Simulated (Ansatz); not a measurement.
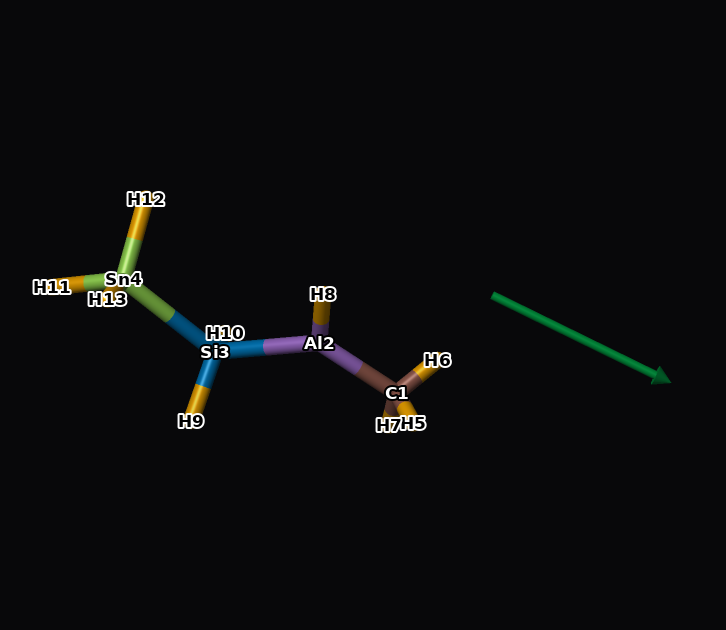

The arrow beside the molecule shows the direction of the dipole moment, from the negative to the positive end (its length means nothing). Computed geometry: PBE0-D4/def2-TZVP optimisation. No frequency run is at hand to confirm it as a minimum. Properties computed with RKS PBE0-D4/def2-TZVP, core potentials on Sn (Ansatz 0.2.0).

**Estimate the dipole moment.**

1.64 D; it points from the side of H11 to the side of H5, H6 (the outermost atoms at the two ends).
